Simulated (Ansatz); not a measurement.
## Nudged elastic band, with input and output: CH7BO

System: CH7BO.
Method: RKS r2SCAN/6-31G* (Ansatz 0.2.0).

It belongs to a series of runs on one base structure; here: band between the two ends.

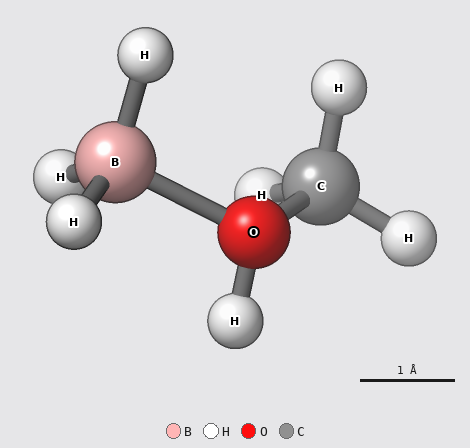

*The starting structure (ball-and-stick view, seen at a tilt).*

Bond lengths as drawn: B–H 1.21 to 1.22 Å, B–O 1.67 Å, C–H 1.09 to 1.10 Å, C–O 1.45 Å and H–O 0.97 Å.

The input
```yaml
crystal:
  periodic: [false, false, false]
  atoms:
    - { symbol: B, position_ang: [0.143706, -0.137213, 0.068] }
    - { symbol: H, position_ang: [0.296397, 0.631861, 0.987797] }
    - { symbol: H, position_ang: [1.13773, -0.414311, -0.559382] }
    - { symbol: H, position_ang: [-0.854059, 0.045853, -0.601041] }
    - { symbol: O, position_ang: [-0.182599, -1.563617, 0.877324] }
    - { symbol: C, position_ang: [-0.534399, -2.657658, -0.000408] }
    - { symbol: H, position_ang: [0.347174, -2.825218, -0.618832] }
    - { symbol: H, position_ang: [-0.754766, -3.541082, 0.605813] }
    - { symbol: H, position_ang: [-1.383363, -2.377554, -0.632834] }
    - { symbol: H, position_ang: [-0.933422, -1.369159, 1.463162] }
basis:
  gaussian: { orbitals: "6-31G*" }
hamiltonian:
  xc: r2scan
neb:
  order_check: false
  images: 6
  f_tol: 0.05
  max_iterations: 60
  climbing: false
  final_atoms:
    - { symbol: B, position_ang: [-0.00297914, -0.35361106, -1.01538718] }
    - { symbol: H, position_ang: [-0.0119689, -0.81968068, 3.28292975] }
    - { symbol: H, position_ang: [0.58291562, 0.67866385, -0.84727193] }
    - { symbol: H, position_ang: [-0.62890238, -0.60648187, -2.01598246] }
    - { symbol: O, position_ang: [0.06609515, -1.24771785, -0.01074535] }
    - { symbol: C, position_ang: [-0.58817371, -2.51436232, -0.08484627] }
    - { symbol: H, position_ang: [0.17018867, -3.299997, -0.00165948] }
    - { symbol: H, position_ang: [-1.2791582, -2.59506935, 0.76054034] }
    - { symbol: H, position_ang: [-1.1366519, -2.62374322, -1.02836742] }
    - { symbol: H, position_ang: [0.11103379, -0.82609849, 2.550389] }
  initial_path:
    images:
      - { positions_ang: [[0.143706, -0.137213, 0.068], [0.296397, 0.631861, 0.987797], [1.13773, -0.414311, -0.559382], [-0.854059, 0.045853, -0.601041], [-0.182599, -1.563617, 0.877324], [-0.534399, -2.657658, -0.000408], [0.347174, -2.825218, -0.618832], [-0.754766, -3.541082, 0.605813], [-1.383363, -2.377554, -0.632834], [-0.933422, -1.369159, 1.463162]] }
      - { positions_ang: [[0.08152636, -0.09552068, 0.04041732], [0.20082319, 0.46116249, 1.13723487], [1.0815834, -0.28192841, -0.58472214], [-0.92910923, 0.01804597, -0.60032033], [-0.10480434, -1.57339733, 0.77920391], [-0.53055726, -2.67960681, -0.01716759], [0.30740482, -3.03827108, -0.46875704], [-0.93994663, -3.39725074, 0.58785215], [-1.22977739, -2.40817725, -0.76362534], [-0.65474394, -1.21315417, 1.47948321]] }
      - { positions_ang: [[0.01934673, -0.05382836, 0.01283463], [0.10524939, 0.29046398, 1.28667274], [1.0254368, -0.14954581, -0.61006227], [-1.00415946, -0.00976106, -0.59959967], [-0.02700967, -1.58317766, 0.68108381], [-0.52671552, -2.70155563, -0.03392718], [0.26763564, -3.25132415, -0.31868208], [-1.12512725, -3.25341948, 0.56989129], [-1.07619178, -2.4388005, -0.89441668], [-0.37606587, -1.05714933, 1.49580441]] }
      - { positions_ang: [[-0.04283291, -0.01213603, -0.01474805], [0.00967558, 0.11976546, 1.43611061], [0.9692902, -0.01716322, -0.63540241], [-1.07920969, -0.03756809, -0.598879], [0.05078499, -1.59295799, 0.58296372], [-0.52287378, -2.72350444, -0.05068677], [0.22786647, -3.46437723, -0.16860713], [-1.31030788, -3.10958821, 0.55193044], [-0.92260617, -2.46942374, -1.02520802], [-0.09738781, -0.9011445, 1.51212562]] }
      - { positions_ang: [[-0.06378793, -0.04305004, -0.16951765], [-0.03437669, -0.08759763, 1.76398672], [0.890031, 0.13897604, -0.67652954], [-1.04704446, -0.13075879, -0.8010135], [0.08631273, -1.54782954, 0.45609667], [-0.53055588, -2.70303363, -0.06274938], [0.20258285, -3.5322028, -0.08043962], [-1.38522105, -2.97444355, 0.57403434], [-0.88736172, -2.50459363, -1.0817128], [0.05182016, -0.82356442, 1.66744376]] }
      - { positions_ang: [[-0.04351833, -0.14657038, -0.45147416], [-0.02690743, -0.33162531, 2.27030106], [0.78765921, 0.31887198, -0.73344367], [-0.90766377, -0.28933315, -1.20600315], [0.07957353, -1.44779231, 0.30048266], [-0.54976182, -2.64014319, -0.07011501], [0.19178479, -3.45480087, -0.05417957], [-1.34986677, -2.84798548, 0.63620301], [-0.97045845, -2.54431016, -1.063931], [0.07155803, -0.82440911, 1.96175884]] }
      - { positions_ang: [[-0.02324874, -0.25009072, -0.73343067], [-0.01943816, -0.575653, 2.77661541], [0.68528742, 0.49876791, -0.7903578], [-0.76828307, -0.44790751, -1.61099281], [0.07283434, -1.34775508, 0.14486866], [-0.56896777, -2.57725276, -0.07748064], [0.18098673, -3.37739894, -0.02791953], [-1.31451248, -2.72152742, 0.69837168], [-1.05355517, -2.58402669, -1.04614921], [0.09129591, -0.8252538, 2.25607392]] }
      - { positions_ang: [[-0.00297914, -0.35361106, -1.01538718], [-0.0119689, -0.81968068, 3.28292975], [0.58291562, 0.67866385, -0.84727193], [-0.62890238, -0.60648187, -2.01598246], [0.06609515, -1.24771785, -0.01074535], [-0.58817371, -2.51436232, -0.08484627], [0.17018867, -3.299997, -0.00165948], [-1.2791582, -2.59506935, 0.76054034], [-1.1366519, -2.62374322, -1.02836742], [0.11103379, -0.82609849, 2.550389]] }
```

Hardware: 1 thread of Arm Neoverse V1, 24 GiB of memory available, shared host.

Command:
```bash
ansatz run input.yaml --threads 1 --pin off --max-ram 2048MiB --backend cpu --events-out ev --progress --plain --runs-dir out
```

The program's output
```
Engine: ansatz 0.2.0, aarch64-unknown-linux-gnu
Functional definition: r2SCAN
  parameter k0 = 0.174
  parameter k1 = 0.065
  parameter a1 = 4.9479
  exchange = r2scan_x(k0 = k0, k1 = k1, a1 = a1)
  correlation = r2scan_c
767 factors; their error is unknown
mean field evaluation 1: about -3867.6868 eV, gradient 3.7e1 eV
mean field evaluation 2: about -3866.9684 eV, gradient 4.3e1 eV
mean field evaluation 4: about -3871.0014 eV, gradient 2.0e0 eV
mean field evaluation 8: about -3871.0089 eV, gradient 3.0e-2 eV
mean field evaluation 16: about -3870.9611 eV, gradient 2.8e-5 eV
mean field -3870.96111028 eV, -142.2551969713 hartree, gradient 2.8e-5 eV, S^2 0.000000; 0 other end points of the search recorded, 0 dependent functions left out
the calculation of the forces begins
reference -3870.96111649 eV, -142.2551971993 hartree; 13, 13 occupied and 46, 46 virtual orbitals, 767 factors
767 factors; their error is unknown
mean field evaluation 32: about -3871.6589 eV, gradient 3.1e-5 eV
mean field -3871.65888557 eV, -142.2808397399 hartree, gradient 3.1e-5 eV, S^2 0.000000; 0 other end points of the search recorded, 0 dependent functions left out
[... from here on the field's lines of each further geometry are left out, up to the last ...]
NEB iter   1: max|band force component| = 9.531e0 eV/Å  barrier→ = 3.2024 eV  barrier← = 3.9002 eV  Δτ_max = 0.2000 Å  (198 SCF iters)
NEB iter   2: max|band force component| = 5.473e0 eV/Å  barrier→ = 1.5768 eV  barrier← = 2.2746 eV  Δτ_max = 0.2000 Å  (175 SCF iters)
NEB iter   3: max|band force component| = 1.919e0 eV/Å  barrier→ = 1.2358 eV  barrier← = 1.9336 eV  Δτ_max = 0.1989 Å  (176 SCF iters)
NEB iter   4: max|band force component| = 2.470e0 eV/Å  barrier→ = 1.1680 eV  barrier← = 1.8658 eV  Δτ_max = 0.0994 Å  (173 SCF iters)
NEB iter   5: max|band force component| = 9.840e-1 eV/Å  barrier→ = 0.9877 eV  barrier← = 1.6855 eV  Δτ_max = 0.0989 Å  (167 SCF iters)
NEB iter   6: max|band force component| = 9.293e-1 eV/Å  barrier→ = 0.8971 eV  barrier← = 1.5948 eV  Δτ_max = 0.1012 Å  (165 SCF iters)
NEB iter   7: max|band force component| = 1.300e0 eV/Å  barrier→ = 0.7581 eV  barrier← = 1.4559 eV  Δτ_max = 0.0501 Å  (157 SCF iters)
NEB iter   8: max|band force component| = 8.278e-1 eV/Å  barrier→ = 0.6534 eV  barrier← = 1.3512 eV  Δτ_max = 0.1004 Å  (165 SCF iters)
NEB iter   9: max|band force component| = 1.141e0 eV/Å  barrier→ = 0.5270 eV  barrier← = 1.2248 eV  Δτ_max = 0.0499 Å  (160 SCF iters)
NEB iter  10: max|band force component| = 7.742e-1 eV/Å  barrier→ = 0.4605 eV  barrier← = 1.1583 eV  Δτ_max = 0.0988 Å  (163 SCF iters)
NEB iter  11: max|band force component| = 7.519e-1 eV/Å  barrier→ = 0.3575 eV  barrier← = 1.0552 eV  Δτ_max = 0.1004 Å  (161 SCF iters)
NEB iter  12: max|band force component| = 9.715e-1 eV/Å  barrier→ = 0.2612 eV  barrier← = 0.9590 eV  Δτ_max = 0.1002 Å  (163 SCF iters)
NEB iter  13: max|band force component| = 6.131e-1 eV/Å  barrier→ = 0.1760 eV  barrier← = 0.8738 eV  Δτ_max = 0.1975 Å  (161 SCF iters)
NEB iter  14: max|band force component| = 8.756e-1 eV/Å  barrier→ = 0.0886 eV  barrier← = 0.7864 eV  Δτ_max = 0.1001 Å  (153 SCF iters)
NEB iter  15: max|band force component| = 2.842e-1 eV/Å  barrier→ = 0.0891 eV  barrier← = 0.7868 eV  Δτ_max = 0.1939 Å  (162 SCF iters)
NEB iter  16: max|band force component| = 2.564e-1 eV/Å  barrier→ = 0.0910 eV  barrier← = 0.7888 eV  Δτ_max = 0.1910 Å  (160 SCF iters)
NEB iter  17: max|band force component| = 3.685e0 eV/Å  barrier→ = 0.0918 eV  barrier← = 0.7896 eV  Δτ_max = 0.1033 Å  (165 SCF iters)
NEB iter  18: max|band force component| = 1.856e0 eV/Å  barrier→ = 0.0921 eV  barrier← = 0.7899 eV  Δτ_max = 0.0995 Å  (164 SCF iters)
NEB iter  19: max|band force component| = 3.270e-1 eV/Å  barrier→ = 0.0922 eV  barrier← = 0.7900 eV  Δτ_max = 0.1298 Å  (161 SCF iters)
NEB iter  20: max|band force component| = 9.438e-2 eV/Å  barrier→ = 0.0924 eV  barrier← = 0.7901 eV  Δτ_max = 0.1325 Å  (162 SCF iters)
NEB iter  21: max|band force component| = 1.470e-1 eV/Å  barrier→ = 0.0919 eV  barrier← = 0.7896 eV  Δτ_max = 0.0668 Å  (164 SCF iters)
NEB iter  22: max|band force component| = 3.759e-1 eV/Å  barrier→ = 0.0913 eV  barrier← = 0.7891 eV  Δτ_max = 0.0332 Å  (164 SCF iters)
NEB iter  23: max|band force component| = 1.090e-1 eV/Å  barrier→ = 0.0909 eV  barrier← = 0.7887 eV  Δτ_max = 0.0280 Å  (163 SCF iters)
NEB iter  24: max|band force component| = 7.330e-2 eV/Å  barrier→ = 0.0908 eV  barrier← = 0.7886 eV  Δτ_max = 0.0235 Å  (156 SCF iters)
NEB iter  25: max|band force component| = 1.328e-1 eV/Å  barrier→ = 0.0908 eV  barrier← = 0.7886 eV  Δτ_max = 0.0117 Å  (153 SCF iters)
NEB iter  26: max|band force component| = 7.946e-2 eV/Å  barrier→ = 0.0907 eV  barrier← = 0.7884 eV  Δτ_max = 0.0118 Å  (158 SCF iters)
the calculation of the forces begins
reference -3871.61415561 eV, -142.2791959443 hartree; 13, 13 occupied and 46, 46 virtual orbitals, 767 factors
767 factors; their error is unknown
mean field evaluation 1312: about -3870.9165 eV, gradient 4.6e-1 eV
mean field -3870.87021917 eV, -142.2518567845 hartree, gradient 2.0e-5 eV, S^2 0.000000; 1 other end points of the search recorded, 0 dependent functions left out
the calculation of the forces begins
reference -3870.87022541 eV, -142.2518570136 hartree; 13, 13 occupied and 46, 46 virtual orbitals, 767 factors
NEB iter  27: max|band force component| = 2.428e-2 eV/Å  barrier→ = 0.0909 eV  barrier← = 0.7887 eV  Δτ_max = 0.0000 Å  (316 SCF iters)
```

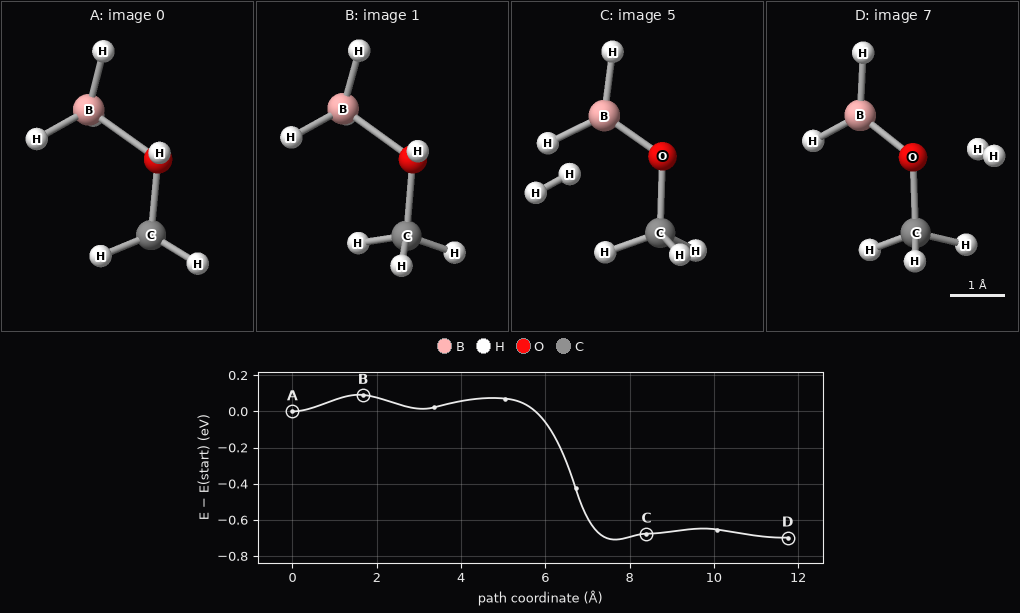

*Images of the last band (counted from 0; ball-and-stick, seen at a tilt) above the energy along the path; the line is a cubic interpolation that uses the forces.*

The highest image is number 1, 0.091 eV above the start and 0.789 eV above the end; the end lies 0.698 eV below the start. The path is 11.76 Å long. The band converged in 27 iterations.

```
Total energy: -3870.87022541 eV, -142.2518570136 hartree
Atom 0 at    -0.015772    -0.075155     0.072529 Å, force    -0.001003    -0.001415     0.001993 eV/Å
Atom 1 at     0.320223     0.630685     0.995334 Å, force    -0.000770    -0.000315     0.000130 eV/Å
Atom 2 at     0.784118    -0.185255    -0.825359 Å, force    -0.004887     0.003911    -0.002969 eV/Å
Atom 3 at    -1.172850     0.042892    -0.276573 Å, force    -0.004611    -0.001260     0.004046 eV/Å
Atom 4 at     0.034327    -1.592857     0.784798 Å, force     0.001695     0.002207    -0.000363 eV/Å
Atom 5 at    -0.460410    -2.683374    -0.038452 Å, force     0.000744    -0.000486    -0.000909 eV/Å
Atom 6 at     0.314565    -3.452503    -0.076067 Å, force    -0.005782    -0.005794     0.008817 eV/Å
Atom 7 at    -1.382906    -3.088485     0.385595 Å, force    -0.005442     0.009430    -0.006136 eV/Å
Atom 8 at    -0.650671    -2.274615    -1.031314 Å, force     0.010959    -0.003449    -0.003127 eV/Å
Atom 9 at    -0.488224    -1.529431     1.599108 Å, force     0.009097    -0.002830    -0.001481 eV/Å
Dipole moment:    -0.313898    -0.916546     0.317267 e Å
this run last wrote the band of iteration 27 to [file]
```

The last band as extended XYZ (Å, eV, eV/Å)
```
10
Properties=species:S:1:pos:R:3:forces:R:3 image=0 energy=-3870.96111
B     0.1437   -0.1372    0.0680   -0.0039  -0.0112   0.0002
H     0.2964    0.6319    0.9878    0.0013   0.0040   0.0007
H     1.1377   -0.4143   -0.5594    0.0036   0.0052  -0.0036
H    -0.8541    0.0459   -0.6010    0.0006   0.0064  -0.0018
O    -0.1826   -1.5636    0.8773    0.0088   0.0092   0.0129
C    -0.5344   -2.6577   -0.0004   -0.0232  -0.0260  -0.0122
H     0.3472   -2.8252   -0.6188    0.0008   0.0075   0.0053
H    -0.7548   -3.5411    0.6058    0.0057   0.0049   0.0014
H    -1.3834   -2.3776   -0.6328    0.0072   0.0039   0.0037
H    -0.9334   -1.3692    1.4632   -0.0009  -0.0040  -0.0066
10
Properties=species:S:1:pos:R:3:forces:R:3 image=1 energy=-3870.87022
B    -0.0158   -0.0752    0.0725   -0.0010  -0.0014   0.0020
H     0.3202    0.6307    0.9953   -0.0008  -0.0003   0.0001
H     0.7841   -0.1853   -0.8254   -0.0049   0.0039  -0.0030
H    -1.1728    0.0429   -0.2766   -0.0046  -0.0013   0.0040
O     0.0343   -1.5929    0.7848    0.0017   0.0022  -0.0004
C    -0.4604   -2.6834   -0.0385    0.0007  -0.0005  -0.0009
H     0.3146   -3.4525   -0.0761   -0.0058  -0.0058   0.0088
H    -1.3829   -3.0885    0.3856   -0.0054   0.0094  -0.0061
H    -0.6507   -2.2746   -1.0313    0.0110  -0.0034  -0.0031
H    -0.4882   -1.5294    1.5991    0.0091  -0.0028  -0.0015
10
Properties=species:S:1:pos:R:3:forces:R:3 image=2 energy=-3870.93874
B    -0.1682   -0.0639    0.1469    0.0070   0.0009  -0.0029
H     0.2527    0.5721    1.0856    0.0347   0.0123  -0.0069
H     0.3963    0.1112   -0.9045   -0.0013  -0.0297  -0.0179
H    -1.3789   -0.1334    0.0794   -0.0008   0.0112   0.0177
O     0.2892   -1.6190    0.5853   -0.0187  -0.0026   0.0226
C    -0.4347   -2.6678   -0.1023    0.0095   0.0026  -0.0051
H    -0.2521   -3.6186    0.4072    0.0298   0.0100  -0.0317
H    -1.5005   -2.4197   -0.1310    0.0099  -0.0363   0.0088
H    -0.0284   -2.6923   -1.1139   -0.0156   0.0233   0.0012
H     0.1069   -1.6767    1.5370   -0.0545   0.0084   0.0143
10
Properties=species:S:1:pos:R:3:forces:R:3 image=3 energy=-3870.89012
B    -0.1490   -0.0486    0.1201    0.0015   0.0034  -0.0053
H    -0.3832    0.2815    1.2638   -0.0167  -0.0073   0.0080
H     0.7890    0.5008   -0.3996    0.0141   0.0108   0.0107
H    -1.1264   -0.1885   -0.5767    0.0053  -0.0030  -0.0196
O     0.4057   -1.6414    0.3169    0.0064   0.0020   0.0022
C    -0.5525   -2.6692   -0.0226   -0.0063  -0.0050   0.0004
H    -0.1348   -3.6431    0.2503    0.0025   0.0001  -0.0022
H    -1.5076   -2.4857    0.4796    0.0010  -0.0022   0.0143
H    -0.6834   -2.5997   -1.1017   -0.0165  -0.0018  -0.0004
H     0.6246   -1.7142    1.2597    0.0088   0.0030  -0.0081
10
Properties=species:S:1:pos:R:3:forces:R:3 image=4 energy=-3871.38674
B     0.0053   -0.3720   -0.3775    0.1007  -0.1863  -0.2548
H    -0.2028   -0.1333    1.8843    0.1271  -0.2500   0.3644
H     0.8370    0.4872   -0.4285    0.0434  -0.0056  -0.0041
H    -1.1702   -0.1469   -0.5184   -0.0179   0.0362   0.0458
O     0.4426   -1.6432   -0.2061    0.0168  -0.0004  -0.3126
C    -0.5196   -2.6962   -0.1544    0.0023  -0.0185  -0.0740
H    -0.0329   -3.5868    0.2547    0.0382   0.0291  -0.0148
H    -1.3813   -2.4306    0.4734    0.0627   0.0398  -0.0149
H    -0.8656   -2.9023   -1.1702   -0.1140  -0.1582  -0.0502
H     0.1698   -0.7842    1.8322   -0.2593   0.5139   0.3152
10
Properties=species:S:1:pos:R:3:forces:R:3 image=5 energy=-3871.63736
B     0.0368   -0.3383   -0.7200    0.0012  -0.0155   0.0010
H    -0.3236   -0.5579    2.8238    0.0028  -0.0025   0.0054
H     0.9016    0.4238   -1.0497   -0.0018   0.0055   0.0020
H    -1.0952    0.0046   -0.4851   -0.0032   0.0037  -0.0050
O     0.3924   -1.6330   -0.6197    0.0094   0.0244  -0.0029
C    -0.5423   -2.6422   -0.2482   -0.0191  -0.0174   0.0081
H    -0.1249   -3.2040    0.5938   -0.0056   0.0033   0.0075
H    -1.5093   -2.2087    0.0363    0.0082   0.0055  -0.0055
H    -0.6775   -3.3224   -1.0961    0.0053  -0.0029  -0.0020
H     0.2243   -0.7302    2.3546    0.0027  -0.0039  -0.0086
10
Properties=species:S:1:pos:R:3:forces:R:3 image=6 energy=-3871.61415
B     0.0569   -0.3790   -0.7295   -0.0042   0.0074   0.0199
H    -0.3975   -0.4024    2.8212    0.0042  -0.0018   0.0063
H     0.9098    0.4624   -0.7754   -0.0014   0.0004  -0.0018
H    -1.0907   -0.1745   -1.0392    0.0091  -0.0137  -0.0386
O     0.4450   -1.5951   -0.2963    0.0016   0.0062   0.0048
C    -0.4965   -2.6663   -0.1887   -0.0064  -0.0018   0.0028
H     0.0698   -3.6007   -0.1498    0.0054  -0.0059  -0.0148
H    -1.0773   -2.5590    0.7339    0.0076  -0.0070   0.0178
H    -1.1778   -2.6818   -1.0466   -0.0122   0.0161   0.0027
H     0.0408   -0.6117    2.2600   -0.0036   0.0000   0.0009
10
Properties=species:S:1:pos:R:3:forces:R:3 image=7 energy=-3871.65889
B    -0.0030   -0.3536   -1.0154   -0.0058   0.0111  -0.0065
H    -0.0120   -0.8197    3.2829    0.0028  -0.0012  -0.0070
H     0.5829    0.6787   -0.8473   -0.0025  -0.0036  -0.0052
H    -0.6289   -0.6065   -2.0160    0.0142  -0.0001   0.0190
O     0.0661   -1.2477   -0.0107   -0.0217  -0.0273  -0.0161
C    -0.5882   -2.5144   -0.0848    0.0172   0.0233   0.0051
H     0.1702   -3.3000   -0.0017   -0.0048  -0.0002   0.0026
H    -1.2792   -2.5951    0.7605    0.0002  -0.0027  -0.0014
H    -1.1367   -2.6237   -1.0284    0.0019   0.0008   0.0022
H     0.1110   -0.8261    2.5504   -0.0016   0.0000   0.0073
```

Key numbers

| quantity | value |
| --- | --- |
| outcome | converged |
| barrier, forward | 0.091 eV |
| barrier, backward | 0.789 eV |
| wall time | 7 min |
| peak memory | 0.1 GiB |

The order of the saddle point was not checked.
